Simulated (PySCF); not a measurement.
## A study: BCl2, doublet, SMILES `Cl[B]Cl`

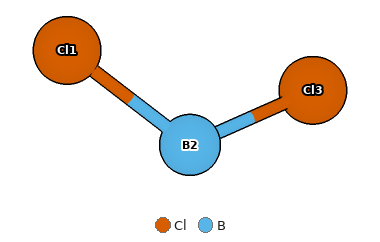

The molecule, with its atoms numbered as below. No frequency check shows the geometry to be a minimum.

Coordinates in Å:

```
Cl1      1.4845   -0.1050    0.0000
B2      -0.0000    0.7142    0.0000
Cl3     -1.4845   -0.1050    0.0000
```

Part 1: Bonding charge

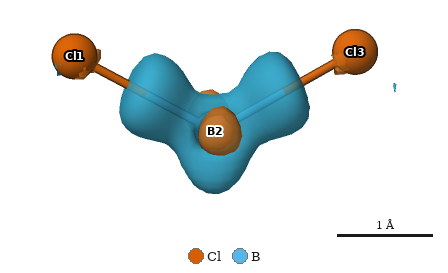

Deformation density (molecule less spherical, spin-averaged free atoms at the same positions), surfaces at ±0.12 e/Å³; light blue: gain, orange: loss.

PySCF calculation, LDA (SVWN)/6-31+G*, gas phase; geometry: GFN2-xTB. The stability of the open-shell solution wasn't checked. GFN2-xTB doesn't know the spin state, so this open-shell geometry is rough.

**Describe the bonding that the map shows.**

Cl1–B2 and B2–Cl3: +0.24 e/Å³ at the bond critical point (bond length 1.70 Å). In all, 0.6 electrons gather in the regions of gain relative to the promolecule.

Part 2: Bond critical points

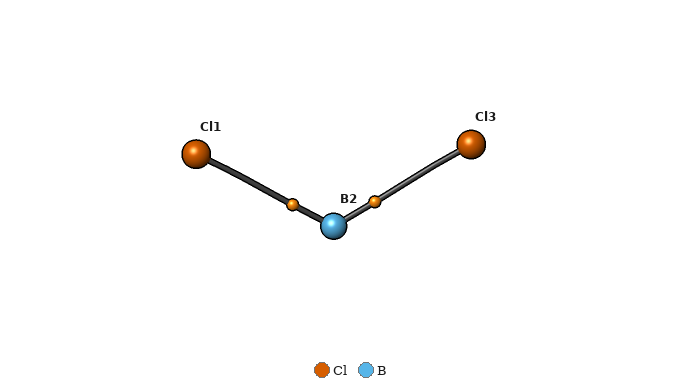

Molecular graph of the electron density (QTAIM): bond paths, bond critical points (orange), ring points (yellow, if any); weak paths are dashed.

**How many critical points of each kind are there, and does the count close?**

3 nuclei, 2 bond, 0 ring and 0 cage critical points: 3 − 2 + 0 − 0 = 1, as the Poincaré–Hopf relation requires.

**What does the calculation give at each kind of bond critical point?**

| bond | length (Å) | ρ (a.u.) | ∇²ρ (a.u.) | ε | H (a.u.) |
| --- | --- | --- | --- | --- | --- |
| Cl1–B2 (2 alike) | 1.696 | 0.162 | +0.13 | 0.23 | −0.150 |

**What kind of interaction is Cl1–B2?**

Polar or intermediate (positive Laplacian, negative energy density H): ρ = 0.162, ∇²ρ = +0.13, H = −0.150 a.u. Its ellipticity of 0.23 shows that the density isn't cylindrical about the bond.

Part 3: Electrostatic potential

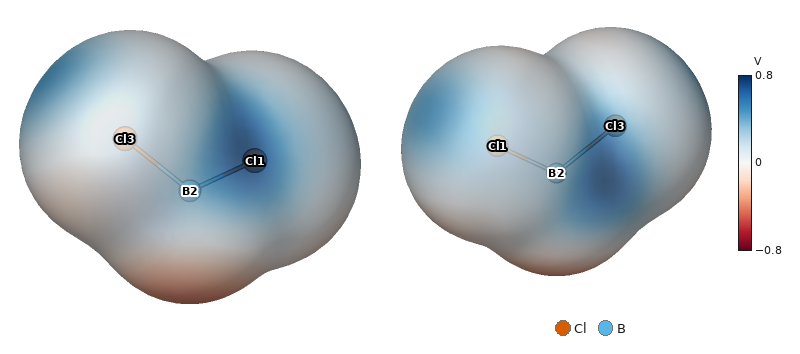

Electrostatic potential on the surface of electron density 0.001 a.u. (back view left, front view right).

**Where are the extremes of the potential on the surface?**

Highest: 0.77 V, off the molecular plane, over B2 (2.0 Å), and at like points elsewhere. Further maxima include 0.47 V, 2.0 Å from Cl1, and at like points elsewhere. Lowest: −0.43 V, 2.2 Å from B2. Further minima include −0.14 V, 2.1 Å from Cl3, and at like points elsewhere; −0.03 V, 2.1 Å from Cl3, and at like points elsewhere. The surface is sampled at points, so like sites can differ by a few per cent and only the strongest of them is named.

**Does Cl1 carry a σ-hole?**

Yes: a local maximum of +0.47 V lies on the extension of the B2–Cl1 bond.

**What volume does the surface enclose, and what is the dipole moment?**

About 83 Å³; the dipole moment is 0.5 D.

Part 4: Spin density

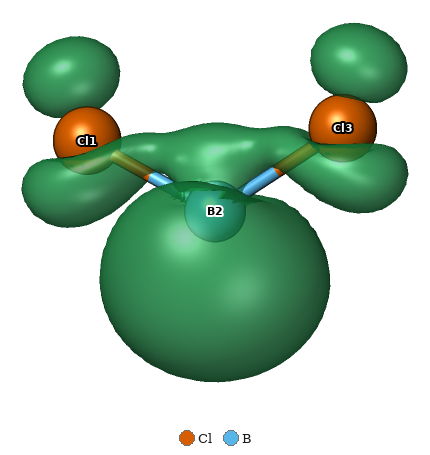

Spin density ρα − ρβ at ±0.02 e/Å³ (green: excess α, purple: excess β).

**Give the atomic spin populations that go with this picture.**

Hirshfeld spin populations: B2 +0.75 and Cl1 and Cl3 +0.12. ⟨S²⟩ = 0.75, as for a pure state.

Part 5: In an electric field

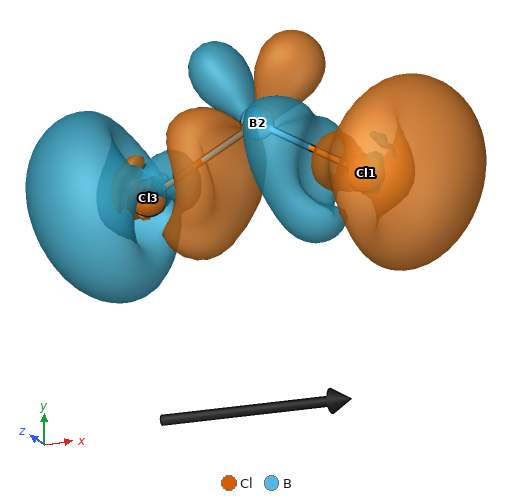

Change of the electron density in a uniform field of 0.51 V/Å along +x (arrow), surfaces at ±0.004 e/Å³ (light blue: gain, orange: loss).

Level of theory: PBE0/def2-SVPD (PySCF), at a geometry from GFN2-xTB. The stability of the open-shell solution wasn't checked. GFN2-xTB doesn't know the spin state, so this open-shell geometry is rough.

**How large is the response?**

The induced dipole is 1.43 D (along the field); α along this axis, from the fields in both directions, is 56 bohr³ (8.3 Å³).

**Which atoms gain and lose the most charge?**

Electrons gather most on Cl3 (Hirshfeld charge changes by −0.056 e) and leave Cl1 most (+0.057 e); 0.103 electrons are displaced in all.

Part 6: Removing or adding an electron

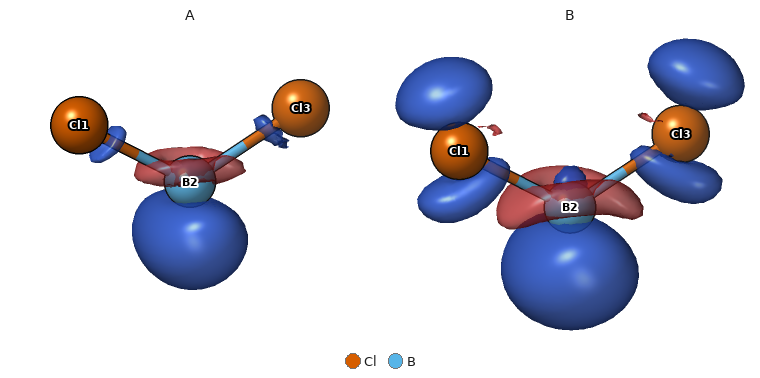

The two Fukui functions at ±0.04 e/Å³ (blue positive, red negative).

Level of theory: LDA (SVWN)/6-311+G** (PySCF), at a geometry from GFN2-xTB. GFN2-xTB doesn't know the spin state, so this open-shell geometry is rough.

**Which panel is f⁻ (electron removed) and which f⁺ (electron added)?**

A is f⁺, B is f⁻. f⁻ (Hirshfeld-condensed) is largest on B2 (0.40) and Cl1 and Cl3 (0.30 each); the vertical ionisation energy is 8.70 eV (to the singlet cation, which needn't be its lowest state). f⁺ (Hirshfeld-condensed) is largest on B2 (0.53); the vertical electron affinity is 0.83 eV (to the singlet anion, which needn't be its lowest state; the anion's highest orbital has positive energy, so this value and f⁺ depend on the basis).
